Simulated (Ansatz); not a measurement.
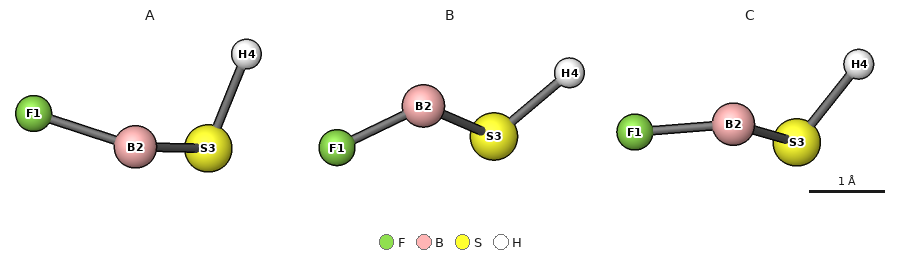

3 geometries from one relaxation of BHSF (multiplicity 2), in shuffled order. Style: ball-and-stick. Shown from a free direction.

The run prepares an end point of a later path (hydrogen shift) calculation, from a guessed geometry.

These are results of UKS PBE/def2-SVP (Ansatz 0.2.0), not measurements. (collinear spin; force threshold 0.02 eV/Å; at most 50 steps)

### Put them in the order of the run, from the start to the converged end.

A, C, B. They are steps 0, 2, 7, at +0.826 eV, +0.216 eV relative to the last. The atom that moves furthest after the best rigid fit is B2 (0.59 Å). Largest moves by element: B 0.59 Å, F 0.47 Å, H 0.40 Å, S 0.25 Å. Near-neighbour distances that change, for instance: F1–B2 1.443 → 1.319 Å, B2–S3 1.911 → 1.806 Å, S3–H4 1.407 → 1.361 Å. Bond angles that change, for instance: B2–S3–H4 88.8° → 94.1°. Groups turn about B2–S3 by about 85°. Over 7 geometry steps the energy falls by 0.826 eV. Largest force component: 3.7 eV/Å at the start, 0.0055 eV/Å at the end. The run took 11 s on 1 thread of Arm Neoverse V2, with other jobs on the host, peak memory 0.13 GiB.
